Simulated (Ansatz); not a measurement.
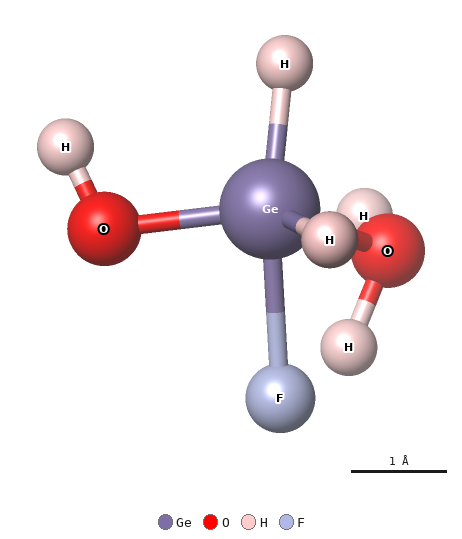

The starting structure (ball-and-stick view, seen at a tilt). Sticks mark near contacts.

# Run report: GeH5O2F, molecular dynamics (part 1 of 3)

GeH5O2F, computed with RKS PBE0/def2-SVP (Ansatz 0.2.0).

It belongs to a series of runs on one base structure; here: dynamics from the highest image of the converged band.

**Log**
```
Engine: ansatz 0.2.0, aarch64-unknown-linux-gnu
Functional definition: PBE0
  parameter a = 0.25
  parameter kappa = 0.804
  parameter beta = 0.06672455060314922
  exchange = (1 - a)*pbe_x(kappa = kappa, mu = beta*pi^2/3) + a*exact_x
  correlation = pbe_c(beta = beta)
1031 factors; integrals over basis functions are off by at most 3.0e-4 eV
mean field evaluation 1: about -63377.4150 eV, gradient 6.6e1 eV
mean field evaluation 2: about -63365.2457 eV, gradient 1.0e2 eV
mean field evaluation 4: about -63384.4860 eV, gradient 4.9e0 eV
mean field evaluation 8: about -63384.5411 eV, gradient 6.3e-2 eV
mean field -63384.54114375 eV, -2329.3389234477 hartree, gradient 2.7e-5 eV, S^2 0.000000; 0 other end points of the search recorded, 0 dependent functions left out
the calculation of the forces begins
reference -63384.54116714 eV, -2329.3389243071 hartree; 31, 31 occupied and 68, 68 virtual orbitals, 1031 factors
md step     0: t =     0.00 fs  T =   300.0 K  F+E_penalty+E_count = -63384.54114375 eV  E_kin = 0.271446 eV  conserved = -63384.26969775 eV  (25 SCF iters)
these checks for a lower state are left out or cut short: starts, cluster_reference, orbital_swaps, neighbouring_geometries, increment
1031 factors; integrals over basis functions are off by at most 3.0e-4 eV
mean field evaluation 16: about -63384.5151 eV, gradient 1.3e0 eV
mean field -63384.53483339 eV, -2329.3386915463 hartree, gradient 8.9e-6 eV, S^2 0.000000; 0 other end points of the search recorded, 0 dependent functions left out
the calculation of the forces begins
reference -63384.53485676 eV, -2329.3386924051 hartree; 31, 31 occupied and 68, 68 virtual orbitals, 1031 factors
md step     1: t =     0.50 fs  T =   293.2 K  F+E_penalty+E_count = -63384.53483339 eV  E_kin = 0.265260 eV  conserved = -63384.26957335 eV  (30 SCF iters)
[... from here on the SCF iterations and repeated set-up lines of each step are left out, up to the last step ...]
md step     2: t =     1.00 fs  T =   274.8 K  F+E_penalty+E_count = -63384.51784663 eV  E_kin = 0.248632 eV  conserved = -63384.26921421 eV  (30 SCF iters)
md step     3: t =     1.50 fs  T =   250.9 K  F+E_penalty+E_count = -63384.49577928 eV  E_kin = 0.226997 eV  conserved = -63384.26878259 eV  (30 SCF iters)
md step     4: t =     2.00 fs  T =   228.6 K  F+E_penalty+E_count = -63384.47529115 eV  E_kin = 0.206798 eV  conserved = -63384.26849363 eV  (30 SCF iters)
md step     5: t =     2.50 fs  T =   212.6 K  F+E_penalty+E_count = -63384.46085309 eV  E_kin = 0.192384 eV  conserved = -63384.26846922 eV  (30 SCF iters)
md step     6: t =     3.00 fs  T =   203.6 K  F+E_penalty+E_count = -63384.45291384 eV  E_kin = 0.184261 eV  conserved = -63384.26865320 eV  (30 SCF iters)
md step     7: t =     3.50 fs  T =   198.8 K  F+E_penalty+E_count = -63384.44870786 eV  E_kin = 0.179836 eV  conserved = -63384.26887217 eV  (30 SCF iters)
md step     8: t =     4.00 fs  T =   194.4 K  F+E_penalty+E_count = -63384.44484656 eV  E_kin = 0.175873 eV  conserved = -63384.26897326 eV  (30 SCF iters)
md step     9: t =     4.50 fs  T =   188.7 K  F+E_penalty+E_count = -63384.43966877 eV  E_kin = 0.170754 eV  conserved = -63384.26891430 eV  (30 SCF iters)
md step    10: t =     5.00 fs  T =   182.6 K  F+E_penalty+E_count = -63384.43396374 eV  E_kin = 0.165208 eV  conserved = -63384.26875553 eV  (30 SCF iters)
md step    11: t =     5.50 fs  T =   178.5 K  F+E_penalty+E_count = -63384.43010103 eV  E_kin = 0.161500 eV  conserved = -63384.26860145 eV  (30 SCF iters)
md step    12: t =     6.00 fs  T =   178.9 K  F+E_penalty+E_count = -63384.43043696 eV  E_kin = 0.161897 eV  conserved = -63384.26853965 eV  (30 SCF iters)
md step    13: t =     6.50 fs  T =   184.9 K  F+E_penalty+E_count = -63384.43589965 eV  E_kin = 0.167283 eV  conserved = -63384.26861678 eV  (30 SCF iters)
md step    14: t =     7.00 fs  T =   195.0 K  F+E_penalty+E_count = -63384.44524007 eV  E_kin = 0.176415 eV  conserved = -63384.26882524 eV  (27 SCF iters)
md step    15: t =     7.50 fs  T =   205.6 K  F+E_penalty+E_count = -63384.45514887 eV  E_kin = 0.186043 eV  conserved = -63384.26910597 eV  (27 SCF iters)
md step    16: t =     8.00 fs  T =   212.1 K  F+E_penalty+E_count = -63384.46123215 eV  E_kin = 0.191878 eV  conserved = -63384.26935395 eV  (27 SCF iters)
md step    17: t =     8.50 fs  T =   210.3 K  F+E_penalty+E_count = -63384.45969100 eV  E_kin = 0.190243 eV  conserved = -63384.26944780 eV  (26 SCF iters)
md step    18: t =     9.00 fs  T =   198.8 K  F+E_penalty+E_count = -63384.44921608 eV  E_kin = 0.179912 eV  conserved = -63384.26930427 eV  (27 SCF iters)
md step    19: t =     9.50 fs  T =   180.4 K  F+E_penalty+E_count = -63384.43221444 eV  E_kin = 0.163267 eV  conserved = -63384.26894777 eV  (27 SCF iters)
md step    20: t =    10.00 fs  T =   161.2 K  F+E_penalty+E_count = -63384.41435426 eV  E_kin = 0.145823 eV  conserved = -63384.26853131 eV  (27 SCF iters)
md step    21: t =    10.50 fs  T =   148.0 K  F+E_penalty+E_count = -63384.40214391 eV  E_kin = 0.133873 eV  conserved = -63384.26827065 eV  (27 SCF iters)
md step    22: t =    11.00 fs  T =   145.2 K  F+E_penalty+E_count = -63384.39967420 eV  E_kin = 0.131381 eV  conserved = -63384.26829299 eV  (27 SCF iters)
md step    23: t =    11.50 fs  T =   152.7 K  F+E_penalty+E_count = -63384.40670113 eV  E_kin = 0.138157 eV  conserved = -63384.26854415 eV  (27 SCF iters)
md step    24: t =    12.00 fs  T =   166.4 K  F+E_penalty+E_count = -63384.41944003 eV  E_kin = 0.150602 eV  conserved = -63384.26883786 eV  (27 SCF iters)
md step    25: t =    12.50 fs  T =   181.6 K  F+E_penalty+E_count = -63384.43335271 eV  E_kin = 0.164353 eV  conserved = -63384.26900014 eV  (27 SCF iters)
md step    26: t =    13.00 fs  T =   195.4 K  F+E_penalty+E_count = -63384.44581701 eV  E_kin = 0.176843 eV  conserved = -63384.26897443 eV  (27 SCF iters)
md step    27: t =    13.50 fs  T =   208.1 K  F+E_penalty+E_count = -63384.45707716 eV  E_kin = 0.188255 eV  conserved = -63384.26882254 eV  (27 SCF iters)
md step    28: t =    14.00 fs  T =   221.8 K  F+E_penalty+E_count = -63384.46937252 eV  E_kin = 0.200712 eV  conserved = -63384.26866012 eV  (27 SCF iters)
md step    29: t =    14.50 fs  T =   239.4 K  F+E_penalty+E_count = -63384.48517060 eV  E_kin = 0.216579 eV  conserved = -63384.26859126 eV  (27 SCF iters)
md step    30: t =    15.00 fs  T =   261.8 K  F+E_penalty+E_count = -63384.50552657 eV  E_kin = 0.236856 eV  conserved = -63384.26867051 eV  (27 SCF iters)
md step    31: t =    15.50 fs  T =   287.7 K  F+E_penalty+E_count = -63384.52919544 eV  E_kin = 0.260305 eV  conserved = -63384.26889072 eV  (26 SCF iters)
md step    32: t =    16.00 fs  T =   313.4 K  F+E_penalty+E_count = -63384.55272425 eV  E_kin = 0.283535 eV  conserved = -63384.26918958 eV  (27 SCF iters)
md step    33: t =    16.50 fs  T =   333.8 K  F+E_penalty+E_count = -63384.57148501 eV  E_kin = 0.302031 eV  conserved = -63384.26945418 eV  (27 SCF iters)
md step    34: t =    17.00 fs  T =   344.7 K  F+E_penalty+E_count = -63384.58145935 eV  E_kin = 0.311904 eV  conserved = -63384.26955529 eV  (27 SCF iters)
md step    35: t =    17.50 fs  T =   344.6 K  F+E_penalty+E_count = -63384.58124608 eV  E_kin = 0.311843 eV  conserved = -63384.26940278 eV  (27 SCF iters)
md step    36: t =    18.00 fs  T =   336.4 K  F+E_penalty+E_count = -63384.57339110 eV  E_kin = 0.304375 eV  conserved = -63384.26901613 eV  (27 SCF iters)
md step    37: t =    18.50 fs  T =   326.5 K  F+E_penalty+E_count = -63384.56399401 eV  E_kin = 0.295439 eV  conserved = -63384.26855474 eV  (26 SCF iters)
md step    38: t =    19.00 fs  T =   322.7 K  F+E_penalty+E_count = -63384.56021061 eV  E_kin = 0.291959 eV  conserved = -63384.26825113 eV  (27 SCF iters)
md step    39: t =    19.50 fs  T =   329.9 K  F+E_penalty+E_count = -63384.56672637 eV  E_kin = 0.298464 eV  conserved = -63384.26826251 eV  (27 SCF iters)
md step    40: t =    20.00 fs  T =   348.0 K  F+E_penalty+E_count = -63384.58340917 eV  E_kin = 0.314850 eV  conserved = -63384.26855908 eV  (27 SCF iters)
md step    41: t =    20.50 fs  T =   372.2 K  F+E_penalty+E_count = -63384.60575606 eV  E_kin = 0.336800 eV  conserved = -63384.26895655 eV  (27 SCF iters)
md step    42: t =    21.00 fs  T =   396.1 K  F+E_penalty+E_count = -63384.62767539 eV  E_kin = 0.358424 eV  conserved = -63384.26925103 eV  (27 SCF iters)
md step    43: t =    21.50 fs  T =   414.7 K  F+E_penalty+E_count = -63384.64460751 eV  E_kin = 0.375271 eV  conserved = -63384.26933619 eV  (27 SCF iters)
md step    44: t =    22.00 fs  T =   426.6 K  F+E_penalty+E_count = -63384.65523693 eV  E_kin = 0.386016 eV  conserved = -63384.26922129 eV  (26 SCF iters)
md step    45: t =    22.50 fs  T =   433.7 K  F+E_penalty+E_count = -63384.66139807 eV  E_kin = 0.392405 eV  conserved = -63384.26899266 eV  (27 SCF iters)
md step    46: t =    23.00 fs  T =   439.8 K  F+E_penalty+E_count = -63384.66672042 eV  E_kin = 0.397953 eV  conserved = -63384.26876757 eV  (27 SCF iters)
md step    47: t =    23.50 fs  T =   448.8 K  F+E_penalty+E_count = -63384.67474234 eV  E_kin = 0.406082 eV  conserved = -63384.26865993 eV  (27 SCF iters)
md step    48: t =    24.00 fs  T =   462.4 K  F+E_penalty+E_count = -63384.68710284 eV  E_kin = 0.418361 eV  conserved = -63384.26874222 eV  (27 SCF iters)
md step    49: t =    24.50 fs  T =   479.0 K  F+E_penalty+E_count = -63384.70244618 eV  E_kin = 0.433444 eV  conserved = -63384.26900231 eV  (27 SCF iters)
md step    50: t =    25.00 fs  T =   494.4 K  F+E_penalty+E_count = -63384.71668432 eV  E_kin = 0.447361 eV  conserved = -63384.26932354 eV  (27 SCF iters)
md step    51: t =    25.50 fs  T =   503.2 K  F+E_penalty+E_count = -63384.72485142 eV  E_kin = 0.455326 eV  conserved = -63384.26952576 eV  (27 SCF iters)
md step    52: t =    26.00 fs  T =   502.2 K  F+E_penalty+E_count = -63384.72388987 eV  E_kin = 0.454428 eV  conserved = -63384.26946144 eV  (27 SCF iters)
md step    53: t =    26.50 fs  T =   492.7 K  F+E_penalty+E_count = -63384.71487729 eV  E_kin = 0.445760 eV  conserved = -63384.26911707 eV  (27 SCF iters)
md step    54: t =    27.00 fs  T =   480.2 K  F+E_penalty+E_count = -63384.70314173 eV  E_kin = 0.434485 eV  conserved = -63384.26865657 eV  (27 SCF iters)
md step    55: t =    27.50 fs  T =   472.4 K  F+E_penalty+E_count = -63384.69574908 eV  E_kin = 0.427419 eV  conserved = -63384.26833005 eV  (27 SCF iters)
md step    56: t =    28.00 fs  T =   474.6 K  F+E_penalty+E_count = -63384.69771560 eV  E_kin = 0.429409 eV  conserved = -63384.26830671 eV  (27 SCF iters)
md step    57: t =    28.50 fs  T =   487.3 K  F+E_penalty+E_count = -63384.70945362 eV  E_kin = 0.440896 eV  conserved = -63384.26855754 eV  (25 SCF iters)
md step    58: t =    29.00 fs  T =   506.5 K  F+E_penalty+E_count = -63384.72715915 eV  E_kin = 0.458259 eV  conserved = -63384.26889981 eV  (27 SCF iters)
md step    59: t =    29.50 fs  T =   526.5 K  F+E_penalty+E_count = -63384.74552867 eV  E_kin = 0.476382 eV  conserved = -63384.26914647 eV  (27 SCF iters)
md step    60: t =    30.00 fs  T =   543.1 K  F+E_penalty+E_count = -63384.76062767 eV  E_kin = 0.491409 eV  conserved = -63384.26921843 eV  (27 SCF iters)
md step    61: t =    30.50 fs  T =   554.9 K  F+E_penalty+E_count = -63384.77120474 eV  E_kin = 0.502057 eV  conserved = -63384.26914765 eV  (27 SCF iters)
md step    62: t =    31.00 fs  T =   562.9 K  F+E_penalty+E_count = -63384.77830674 eV  E_kin = 0.509293 eV  conserved = -63384.26901422 eV  (27 SCF iters)
md step    63: t =    31.50 fs  T =   569.4 K  F+E_penalty+E_count = -63384.78407846 eV  E_kin = 0.515191 eV  conserved = -63384.26888760 eV  (27 SCF iters)
md step    64: t =    32.00 fs  T =   576.7 K  F+E_penalty+E_count = -63384.79061842 eV  E_kin = 0.521803 eV  conserved = -63384.26881573 eV  (26 SCF iters)
md step    65: t =    32.50 fs  T =   586.1 K  F+E_penalty+E_count = -63384.79916541 eV  E_kin = 0.530335 eV  conserved = -63384.26883088 eV  (27 SCF iters)
md step    66: t =    33.00 fs  T =   597.4 K  F+E_penalty+E_count = -63384.80953537 eV  E_kin = 0.540581 eV  conserved = -63384.26895406 eV  (26 SCF iters)
md step    67: t =    33.50 fs  T =   608.6 K  F+E_penalty+E_count = -63384.81984449 eV  E_kin = 0.550686 eV  conserved = -63384.26915859 eV  (26 SCF iters)
md step    68: t =    34.00 fs  T =   616.3 K  F+E_penalty+E_count = -63384.82701169 eV  E_kin = 0.557672 eV  conserved = -63384.26933969 eV  (26 SCF iters)
md step    69: t =    34.50 fs  T =   617.9 K  F+E_penalty+E_count = -63384.82841643 eV  E_kin = 0.559067 eV  conserved = -63384.26934988 eV  (27 SCF iters)
md step    70: t =    35.00 fs  T =   613.3 K  F+E_penalty+E_count = -63384.82407223 eV  E_kin = 0.554953 eV  conserved = -63384.26911929 eV  (26 SCF iters)
md step    71: t =    35.50 fs  T =   606.6 K  F+E_penalty+E_count = -63384.81758085 eV  E_kin = 0.548832 eV  conserved = -63384.26874884 eV  (27 SCF iters)
md step    72: t =    36.00 fs  T =   603.5 K  F+E_penalty+E_count = -63384.81456472 eV  E_kin = 0.546102 eV  conserved = -63384.26846294 eV  (27 SCF iters)
md step    73: t =    36.50 fs  T =   608.8 K  F+E_penalty+E_count = -63384.81933193 eV  E_kin = 0.550896 eV  conserved = -63384.26843559 eV  (26 SCF iters)
md step    74: t =    37.00 fs  T =   622.9 K  F+E_penalty+E_count = -63384.83229811 eV  E_kin = 0.563643 eV  conserved = -63384.26865551 eV  (27 SCF iters)
md step    75: t =    37.50 fs  T =   642.3 K  F+E_penalty+E_count = -63384.85012089 eV  E_kin = 0.581163 eV  conserved = -63384.26895806 eV  (27 SCF iters)
md step    76: t =    38.00 fs  T =   662.0 K  F+E_penalty+E_count = -63384.86811958 eV  E_kin = 0.598947 eV  conserved = -63384.26917229 eV  (25 SCF iters)
md step    77: t =    38.50 fs  T =   678.2 K  F+E_penalty+E_count = -63384.88287224 eV  E_kin = 0.613642 eV  conserved = -63384.26923025 eV  (26 SCF iters)
md step    78: t =    39.00 fs  T =   689.8 K  F+E_penalty+E_count = -63384.89332777 eV  E_kin = 0.624158 eV  conserved = -63384.26917024 eV  (27 SCF iters)
md step    79: t =    39.50 fs  T =   697.6 K  F+E_penalty+E_count = -63384.90030502 eV  E_kin = 0.631232 eV  conserved = -63384.26907318 eV  (27 SCF iters)
md step    80: t =    40.00 fs  T =   703.2 K  F+E_penalty+E_count = -63384.90528550 eV  E_kin = 0.636285 eV  conserved = -63384.26900034 eV  (27 SCF iters)
md step    81: t =    40.50 fs  T =   707.8 K  F+E_penalty+E_count = -63384.90943701 eV  E_kin = 0.640465 eV  conserved = -63384.26897170 eV  (26 SCF iters)
md step    82: t =    41.00 fs  T =   712.0 K  F+E_penalty+E_count = -63384.91324784 eV  E_kin = 0.644269 eV  conserved = -63384.26897892 eV  (27 SCF iters)
md step    83: t =    41.50 fs  T =   715.7 K  F+E_penalty+E_count = -63384.91660305 eV  E_kin = 0.647590 eV  conserved = -63384.26901257 eV  (27 SCF iters)
md step    84: t =    42.00 fs  T =   718.2 K  F+E_penalty+E_count = -63384.91894333 eV  E_kin = 0.649879 eV  conserved = -63384.26906479 eV  (27 SCF iters)
md step    85: t =    42.50 fs  T =   718.8 K  F+E_penalty+E_count = -63384.91945355 eV  E_kin = 0.650347 eV  conserved = -63384.26910676 eV  (27 SCF iters)
md step    86: t =    43.00 fs  T =   716.7 K  F+E_penalty+E_count = -63384.91758349 eV  E_kin = 0.648511 eV  conserved = -63384.26907270 eV  (27 SCF iters)
md step    87: t =    43.50 fs  T =   712.9 K  F+E_penalty+E_count = -63384.91398148 eV  E_kin = 0.645059 eV  conserved = -63384.26892254 eV  (27 SCF iters)
md step    88: t =    44.00 fs  T =   709.8 K  F+E_penalty+E_count = -63384.91099848 eV  E_kin = 0.642283 eV  conserved = -63384.26871566 eV  (28 SCF iters)
md step    89: t =    44.50 fs  T =   710.8 K  F+E_penalty+E_count = -63384.91173033 eV  E_kin = 0.643132 eV  conserved = -63384.26859826 eV  (27 SCF iters)
md step    90: t =    45.00 fs  T =   717.5 K  F+E_penalty+E_count = -63384.91786327 eV  E_kin = 0.649188 eV  conserved = -63384.26867553 eV  (26 SCF iters)
md step    91: t =    45.50 fs  T =   728.6 K  F+E_penalty+E_count = -63384.92816210 eV  E_kin = 0.659258 eV  conserved = -63384.26890371 eV  (31 SCF iters)
md step    92: t =    46.00 fs  T =   740.5 K  F+E_penalty+E_count = -63384.93912364 eV  E_kin = 0.669995 eV  conserved = -63384.26912830 eV  (30 SCF iters)
md step    93: t =    46.50 fs  T =   749.4 K  F+E_penalty+E_count = -63384.94726890 eV  E_kin = 0.678052 eV  conserved = -63384.26921724 eV  (30 SCF iters)
md step    94: t =    47.00 fs  T =   753.7 K  F+E_penalty+E_count = -63384.95114448 eV  E_kin = 0.681994 eV  conserved = -63384.26915013 eV  (31 SCF iters)
md step    95: t =    47.50 fs  T =   754.5 K  F+E_penalty+E_count = -63384.95167320 eV  E_kin = 0.682662 eV  conserved = -63384.26901082 eV  (27 SCF iters)
md step    96: t =    48.00 fs  T =   753.8 K  F+E_penalty+E_count = -63384.95096851 eV  E_kin = 0.682064 eV  conserved = -63384.26890497 eV  (31 SCF iters)
md step    97: t =    48.50 fs  T =   753.5 K  F+E_penalty+E_count = -63384.95071630 eV  E_kin = 0.681818 eV  conserved = -63384.26889818 eV  (30 SCF iters)
md step    98: t =    49.00 fs  T =   753.9 K  F+E_penalty+E_count = -63384.95113740 eV  E_kin = 0.682149 eV  conserved = -63384.26898805 eV  (31 SCF iters)
md step    99: t =    49.50 fs  T =   753.6 K  F+E_penalty+E_count = -63384.95098773 eV  E_kin = 0.681871 eV  conserved = -63384.26911629 eV  (31 SCF iters)
md step   100: t =    50.00 fs  T =   750.7 K  F+E_penalty+E_count = -63384.94841724 eV  E_kin = 0.679208 eV  conserved = -63384.26920951 eV  (30 SCF iters)
md step   101: t =    50.50 fs  T =   743.7 K  F+E_penalty+E_count = -63384.94209108 eV  E_kin = 0.672873 eV  conserved = -63384.26921773 eV  (30 SCF iters)
md step   102: t =    51.00 fs  T =   732.6 K  F+E_penalty+E_count = -63384.93198345 eV  E_kin = 0.662856 eV  conserved = -63384.26912711 eV  (30 SCF iters)
md step   103: t =    51.50 fs  T =   719.1 K  F+E_penalty+E_count = -63384.91962816 eV  E_kin = 0.650679 eV  conserved = -63384.26894933 eV  (30 SCF iters)
md step   104: t =    52.00 fs  T =   706.4 K  F+E_penalty+E_count = -63384.90791903 eV  E_kin = 0.639193 eV  conserved = -63384.26872608 eV  (30 SCF iters)
md step   105: t =    52.50 fs  T =   698.3 K  F+E_penalty+E_count = -63384.90037767 eV  E_kin = 0.631826 eV  conserved = -63384.26855141 eV  (30 SCF iters)
md step   106: t =    53.00 fs  T =   697.5 K  F+E_penalty+E_count = -63384.89965367 eV  E_kin = 0.631107 eV  conserved = -63384.26854639 eV  (30 SCF iters)
md step   107: t =    53.50 fs  T =   704.0 K  F+E_penalty+E_count = -63384.90573434 eV  E_kin = 0.636977 eV  conserved = -63384.26875773 eV  (30 SCF iters)
md step   108: t =    54.00 fs  T =   714.2 K  F+E_penalty+E_count = -63384.91530937 eV  E_kin = 0.646222 eV  conserved = -63384.26908778 eV  (30 SCF iters)
md step   109: t =    54.50 fs  T =   722.7 K  F+E_penalty+E_count = -63384.92326271 eV  E_kin = 0.653911 eV  conserved = -63384.26935125 eV  (31 SCF iters)
md step   110: t =    55.00 fs  T =   725.0 K  F+E_penalty+E_count = -63384.92544776 eV  E_kin = 0.656036 eV  conserved = -63384.26941215 eV  (30 SCF iters)
md step   111: t =    55.50 fs  T =   720.0 K  F+E_penalty+E_count = -63384.92076641 eV  E_kin = 0.651500 eV  conserved = -63384.26926627 eV  (30 SCF iters)
md step   112: t =    56.00 fs  T =   709.8 K  F+E_penalty+E_count = -63384.91129312 eV  E_kin = 0.642274 eV  conserved = -63384.26901946 eV  (30 SCF iters)
md step   113: t =    56.50 fs  T =   698.4 K  F+E_penalty+E_count = -63384.90071033 eV  E_kin = 0.631903 eV  conserved = -63384.26880767 eV  (26 SCF iters)
md step   114: t =    57.00 fs  T =   689.1 K  F+E_penalty+E_count = -63384.89222971 eV  E_kin = 0.623505 eV  conserved = -63384.26872509 eV  (31 SCF iters)
```
